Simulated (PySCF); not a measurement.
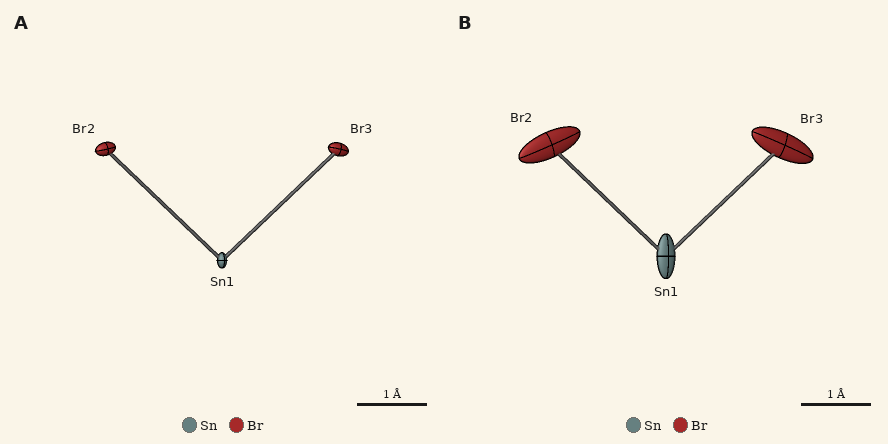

Displacement ellipsoids at the 50 % level, scaled by 3, from the internal vibrations of the free molecule (harmonic, no overall translation or rotation; no half-axis is drawn under 0.075 Å). Vibrations computed with RKS-based BP86, Sn def2-TZVP with ECP28, Br def2-TZVP; scalar-relativistic core potentials; density fitting (PySCF 2.14.0). One panel is for 0 K (zero-point motion alone), the other for 600 K.

### Which panel is for 600 K?

B.

### How much does the mean-square displacement of Br2 grow, and why?

U_eq goes from 0.00058 to 0.0051 Å², a factor of 8.9. Modes below kT (417 cm⁻¹ at 600 K) grow about in proportion to T, and the lowest lies at 74 cm⁻¹; the mean-square amplitude of a mode is its zero-point value times coth(ħω/2kT), which comes close to 1 only above about 3kT.
